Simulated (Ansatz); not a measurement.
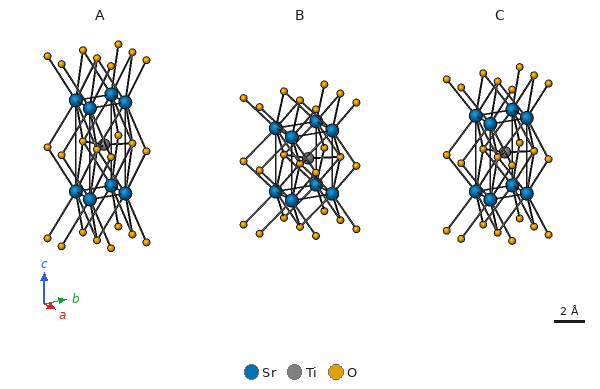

3 geometries from one relaxation of a crystal of SrTiO (a generated structure, set up in P-6m2), in shuffled order. Style: ball-and-stick. Shown: the cell of the calculation, slightly off an axis.

The calculation used DFT PBE, scalar-relativistic, plane waves, PAW in Ansatz 0.2.0. (plane-wave cutoff 420 eV; k-point mesh 12 × 12 × 10; occupations gaussian; smearing width 0.1 eV; collinear spin; cell and atoms relaxed; force threshold 0.01 eV/Å; at most 80 steps)

Order the frames from highest to lowest energy.

B, C, A. They are steps 0, 4, 21, at +1.289 eV per cell of the calculation, +0.462 eV per cell of the calculation relative to the last. No atom moves by more than 0.005 Å relative to the cell. The volume changes by +10.6 %, with a = b 3.942 → 3.456 Å (−12.3 %), c 4.351 → 6.261 Å (+43.9 %). Near-neighbour distances that change, for instance: Sr–Ti 3.148 → 3.712 Å, O–Sr 3.148 → 3.712 Å, Sr–Sr 3.942 → 3.456 Å, O–Ti 2.276 → 1.995 Å. The space group stays P-6m2 (No. 187). After 16 accepted moves (21 points after the start) the energy has fallen by 1.289 eV per cell of the calculation. All forces vanish by symmetry, so only the cell relaxes. The pressure goes from −2.38 to 0.01 GPa. The line search rejected the trial step at point 8 of the run. At 4 points the geometry stayed and the basis and grid were re-selected for the new cell (energy shift of 0.188 eV per cell of the calculation at most each time). The program noted that the starting moments weren't kept. The run took 17 min on 1 thread of Arm Neoverse V2 (shared host), peak memory 0.56 GiB.
